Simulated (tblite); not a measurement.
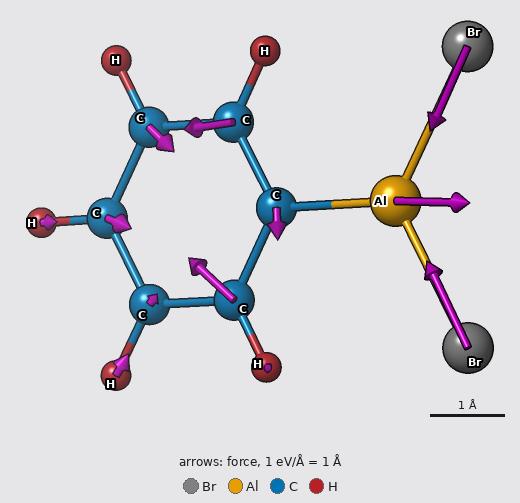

Starting geometry of C$_{6}$H$_{5}$AlBr$_{2}$ with the computed forces as purple arrows. The picture is a ball-and-stick view, seen at a tilt.

Level of theory: GFN2-xTB geometry optimisation, gas phase (tblite). 

> Is this structure relaxed? If not, where do the atoms go?

It isn't relaxed: the largest force vector, on a Br atom, is 1.42 eV/Å. The final displacements follow the starting forces only in part (cosine between the two patterns 0.76). A Br atom moves most after the best rigid fit: 0.12 Å. By element the largest moves are Br 0.12 Å, H 0.03 Å, C 0.02 Å, Al 0.01 Å. Among the contacts that change: Al–Br 2.388 → 2.259 Å, C–C 1.401 → 1.386 Å, C–H 1.092 → 1.080 Å, C–C 1.409 → 1.398 Å. After 24 geometry steps the energy has fallen by 0.215 eV.
